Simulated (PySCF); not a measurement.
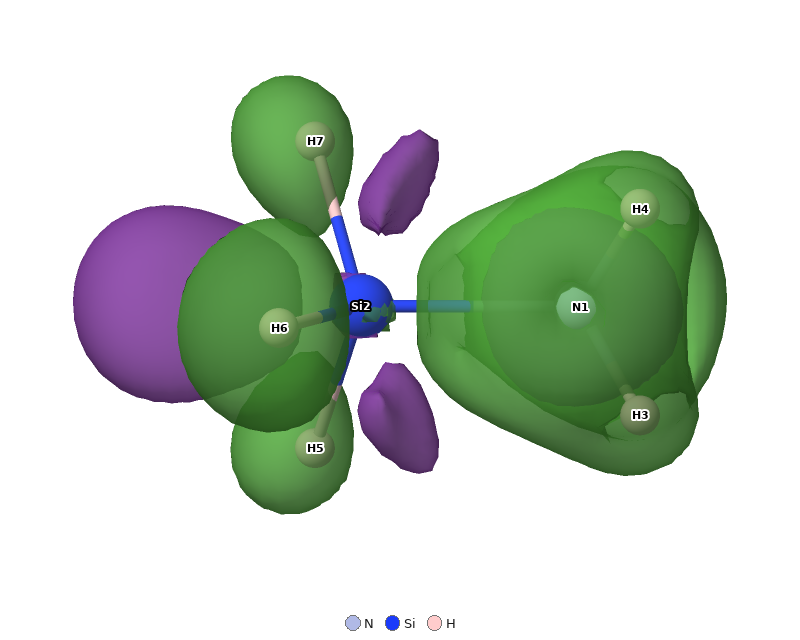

*H$_{5}$NSi, SMILES `N[SiH3]`. Dual descriptor f⁺ − f⁻ at ±0.02 e/Å³ (purple positive, green negative).*

Computed with PySCF, r2SCAN/6-311G**, geometry: GFN2-xTB. No frequency check shows the geometry to be a minimum.

Input script:

```python
import numpy as np
from pyscf import gto, scf, dft
from pyscf.scf import atom_ks, atom_hf
from scipy.linalg import block_diag

def solve(mol, dm0=None, hcore=None):
    mf = (dft.UKS if mol.spin else dft.RKS)(mol, xc='r2scan')
    mf.grids.level = 3
    mf = mf.density_fit(auxbasis='def2-universal-jkfit')
    mf.conv_tol, mf.max_cycle = 1e-8, 80
    if hcore is not None:
        mf.get_hcore = lambda *args: hcore
    mf.kernel(dm0)
    if not mf.converged:
        mf = mf.newton().run(mf.mo_coeff, mf.mo_occ, max_cycle=30)
    assert mf.converged, 'SCF not converged'
    return mf

mol = gto.M(atom='''
N     -1.14068     0.00027     0.06824
Si     0.58077     0.00045    -0.00224
H     -1.63654    -0.82465    -0.22978
H     -1.63749     0.82023    -0.24043
H      0.98684    -1.21489     0.69846
H      1.15578    -0.01441    -1.35724
H      0.98542     1.22552     0.68265
''', basis='6-311g**', charge=0, spin=0, verbose=4)
mf = solve(mol)
out = dict(e0=mf.e_tot, dm0=mf.make_rdm1(), c=mf.mo_coeff, occ=mf.mo_occ, eps=mf.mo_energy)
for name, dq, spin in [('cation', 1, 1), ('anion', -1, 1)]:
    ion = mol.copy().set(charge=mol.charge + dq, spin=spin).build()
    mi = solve(ion)
    if spin and dq > 0 and mol.nao < 130:
        c, _, stable, _ = mi.stability(return_status=True)
        if not stable:
            mi = solve(ion, mi.make_rdm1(c, mi.mo_occ))
    print(name, 'vertical energy change / eV', (mi.e_tot - mf.e_tot) * 27.211386)
    out.update({'e_' + name: mi.e_tot, 'dm_' + name: mi.make_rdm1(), 's2_' + name: mi.spin_square()[0], 'eps_' + name: mi.mo_energy, 'occ_' + name: mi.mo_occ})
# spherically averaged free atoms, for the promolecule
atm = atom_ks.get_atm_nrks(mol, xc='r2scan')
pro = block_diag(*[(atm[a[0]][2] * atm[a[0]][3]) @ atm[a[0]][2].T for a in mol._atom])
np.savez('result.npz', pro=pro, **out)
```

Run with:

```sh
OMP_NUM_THREADS=1 python input.py
```

The run took 2.9 min on 1 thread of Intel(R) Xeon(R) Platinum 8488C (Sapphire Rapids), on a shared host, peak memory 0.51 GiB.

Partitions, critical points and surface values were worked out afterwards from this run's density.

Which atoms come out as electrophilic, and which as nucleophilic?

Answer. Electrophilic (positive): Si2 (+0.22). Nucleophilic (negative): N1 (−0.26) and H6 (−0.06). f⁻ (Hirshfeld-condensed) is largest on N1 (0.34); the vertical ionisation energy is 9.63 eV. f⁺ (Hirshfeld-condensed) is largest on Si2 (0.39); the vertical electron affinity is −2.04 eV (the stability of the anion's solution wasn't checked; negative, but this basis has no diffuse functions, so it doesn't show that the anion is unbound).
